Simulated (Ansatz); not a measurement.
# LaTeCl: Te → Ir

The reference is LaTeCl (space group P4/nmm, No. 129; a = 4.478 Å, c = 8.201 Å; a cell from a computed database, its experimental status unchecked).

Modification: full substitution Te → Ir; the structure is relaxed again.

The values are results of PBEsol in Ansatz (plane waves to 420 eV, PAW, spin-orbit coupling left out), not measurements. k-mesh 11×11×6 (Γ-centred); smearing 0.05 eV (Fermi–Dirac), for the changed cell.

```csv
quantity,base,changed,shift
volume per atom,27.41 Å³,23.47 Å³,-3.94 Å³
density,6.10 g/cm³,8.64 g/cm³,+2.548 g/cm³
lattice parameter a,4.478 Å,4.112 Å,-0.366 Å
c/a ratio,1.831,2.025,+0.194
shortest interatomic distance,2.980 Å,2.441 Å,-0.539 Å
band gap,0.45 eV,zero,–
```

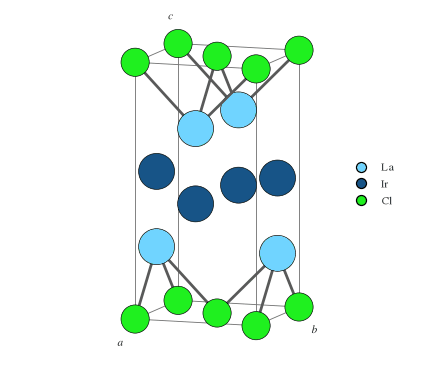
Figure: The relaxed conventional cell after the change

With Te present, leaving out spin-orbit coupling can change the band edges. No phonon test of stability was made. As relaxed here, LaIrCl is a hypothetical phase, not in the database extracts checked. No Hubbard U is applied, and correlation can decide whether such a compound is a metal. All final runs are without spin polarisation. LaIrCl has a high density of states at the Fermi level and may be magnetic at this level.

Ansatz is a program for electronic structure.
